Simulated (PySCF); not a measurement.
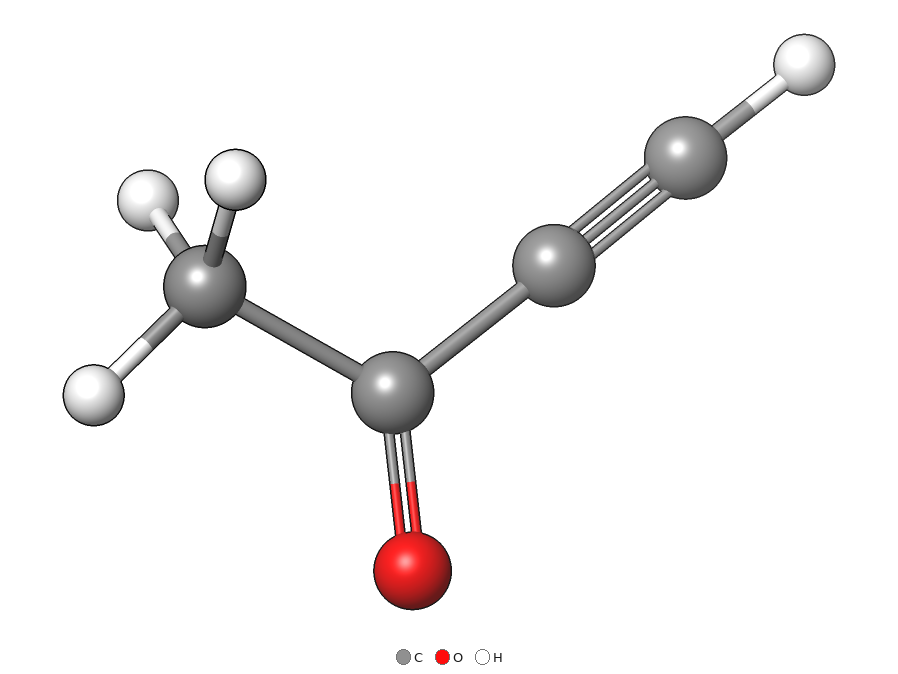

The geometry was computed by an optimisation with PBE0-D3(BJ)/def2-SVP. No frequency run is at hand to confirm it as a minimum. Program: PySCF 2.14.0.

Compare dipole (D), HOMO–LUMO gap (eV), HOMO energy (eV) at these levels: B97-2/pcSseg-2; BHandHLYP/pcSseg-2; CAM-B3LYP/pcSseg-2; LC-wPBE/pcSseg-2; PBE0/6-311+G(2d,p); PBE0/6-31G; PBE0/6-31G*; PBE0/STO-3G; PBE0/def2-SVP; PBE0/def2-TZVP; WP04/pcSseg-2; ωB97X-D/pcSseg-2.

```json
{"level": "B97-2/pcSseg-2", "dipole (D)": "3.11", "HOMO–LUMO gap (eV)": "5.76", "HOMO energy (eV)": "−7.63"}
{"level": "BHandHLYP/pcSseg-2", "dipole (D)": "3.28", "HOMO–LUMO gap (eV)": "8.87", "HOMO energy (eV)": "−9.53"}
{"level": "CAM-B3LYP/pcSseg-2", "dipole (D)": "3.20", "HOMO–LUMO gap (eV)": "8.77", "HOMO energy (eV)": "−9.42"}
{"level": "LC-wPBE/pcSseg-2", "dipole (D)": "3.17", "HOMO–LUMO gap (eV)": "11.27", "HOMO energy (eV)": "−10.75"}
{"level": "PBE0/6-311+G(2d,p)", "dipole (D)": "3.12", "HOMO–LUMO gap (eV)": "6.10", "HOMO energy (eV)": "−7.94"}
{"level": "PBE0/6-31G", "dipole (D)": "3.20", "HOMO–LUMO gap (eV)": "6.19", "HOMO energy (eV)": "−7.66"}
{"level": "PBE0/6-31G*", "dipole (D)": "2.96", "HOMO–LUMO gap (eV)": "6.19", "HOMO energy (eV)": "−7.58"}
{"level": "PBE0/STO-3G", "dipole (D)": "1.75", "HOMO–LUMO gap (eV)": "6.30", "HOMO energy (eV)": "−4.84"}
{"level": "PBE0/def2-SVP", "dipole (D)": "2.95", "HOMO–LUMO gap (eV)": "6.15", "HOMO energy (eV)": "−7.74"}
{"level": "PBE0/def2-TZVP", "dipole (D)": "3.05", "HOMO–LUMO gap (eV)": "6.13", "HOMO energy (eV)": "−7.90"}
{"level": "WP04/pcSseg-2", "dipole (D)": "3.23", "HOMO–LUMO gap (eV)": "5.01", "HOMO energy (eV)": "−8.99"}
{"level": "ωB97X-D/pcSseg-2", "dipole (D)": "3.15", "HOMO–LUMO gap (eV)": "9.87", "HOMO energy (eV)": "−9.86"}
```
